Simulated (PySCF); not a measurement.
C2H10FNSi2

| atom | x (Å) | y (Å) | z (Å) |
| --- | --- | --- | --- |
| C | 2.2224 | -0.4679 | 0.5525 |
| Si | 1.2181 | 0.8874 | -0.3108 |
| C | -0.2767 | 0.1158 | -1.2085 |
| Si | -1.5812 | -0.7000 | -0.1147 |
| N | -2.2293 | 0.4864 | 0.9412 |
| F | -0.9174 | -1.7720 | 0.8948 |
| H | 2.6336 | -1.1714 | -0.1667 |
| H | 3.0529 | -0.0513 | 1.1146 |
| H | 1.6024 | -1.0314 | 1.2426 |
| H | 0.7715 | 1.9026 | 0.6525 |
| H | 2.0552 | 1.5488 | -1.3298 |
| H | 0.0902 | -0.6247 | -1.9188 |
| H | -0.7587 | 0.8878 | -1.8063 |
| H | -2.5262 | -1.5301 | -0.8629 |
| H | -2.6051 | 1.3390 | 0.5652 |
| H | -2.7593 | 0.1900 | 1.7439 |

Geometry: GFN2-xTB.

All numbers below come from PySCF 2.14.0, PBE0/pcSseg-1, SCF density, gas phase, non-relativistic.

Question: What will maps of the electron density and electron localisation function show?

Answer: C–Si (1.89 Å): the density is about 0.92 e/Å³ at the midpoint; the ELF peaks at about 0.95 between the atoms; localised, covalent bonding.
N–H (1.00 Å): the density is about 2.8 e/Å³ at the midpoint; the ELF climbs to about 1 towards the hydrogen, as it does in any bond to H: an ordinary covalent bond to hydrogen.
C–H (1.09 Å): ρ at the midpoint is about 2 e/Å³; the ELF climbs to about 1 towards the hydrogen: a covalent bond by its length.
Si–H (1.48 Å): ρ at the midpoint is about 0.79 e/Å³; the ELF climbs to about 1 towards the hydrogen.

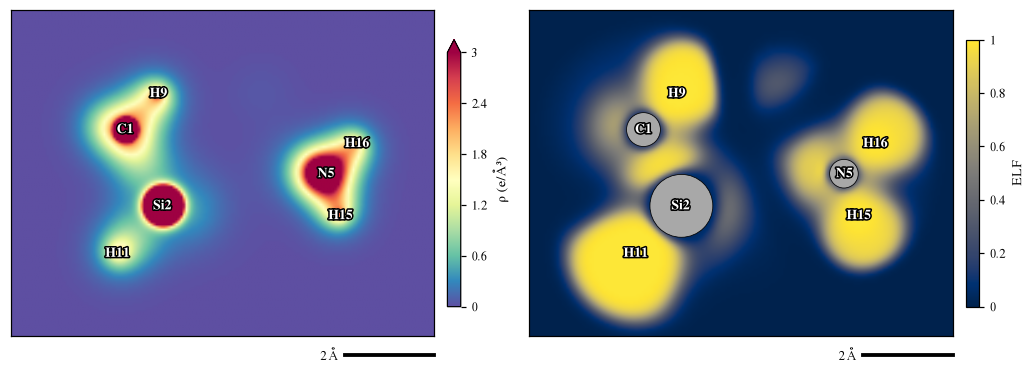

Computed electron density and electron localisation function on the plane of atoms Si2, C1 and H9, in this order. Grey discs cover the atomic cores in the ELF map. 
